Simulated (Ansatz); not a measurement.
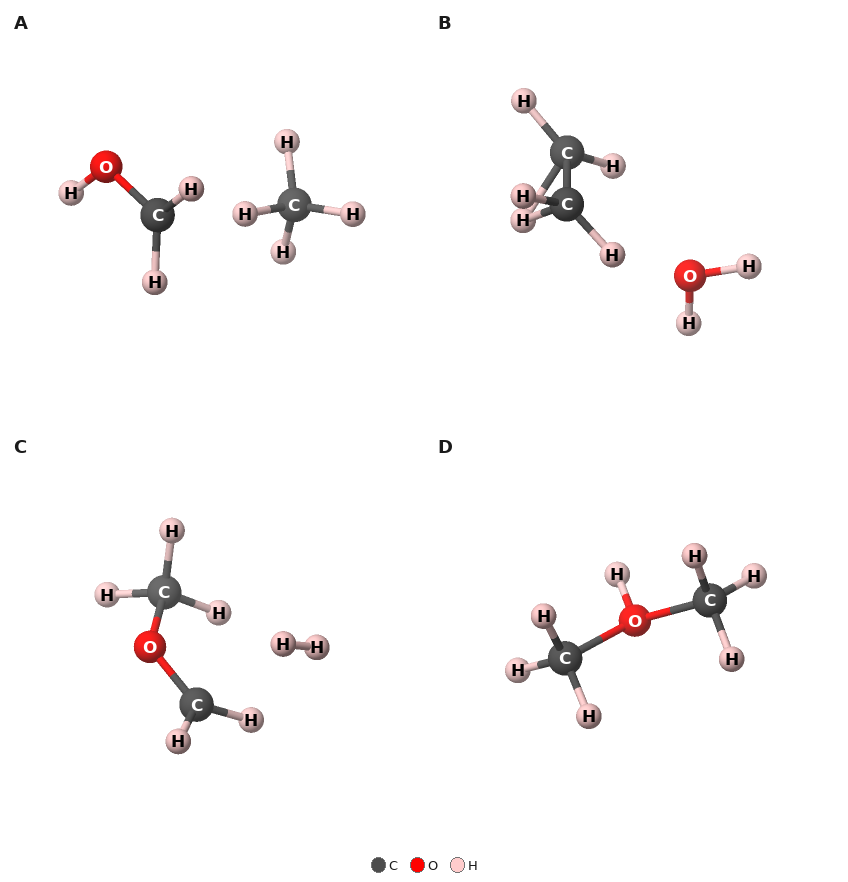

4 stationary structures of one formula. Charge +1, singlet. Geometries: PBE-D4/def2-SVP. Electronic energies: PBE-D4/def2-SVP (Ansatz 0.2.0), without zero-point energy. No frequency run is at hand to confirm each as a minimum. Each is one conformer, not always the lowest.

Question: Which is lowest in energy, and by how much?

Answer: D is lowest; A lies 67.9 kJ/mol above it, B lies 91.5 kJ/mol above it, C lies 137.4 kJ/mol above it.
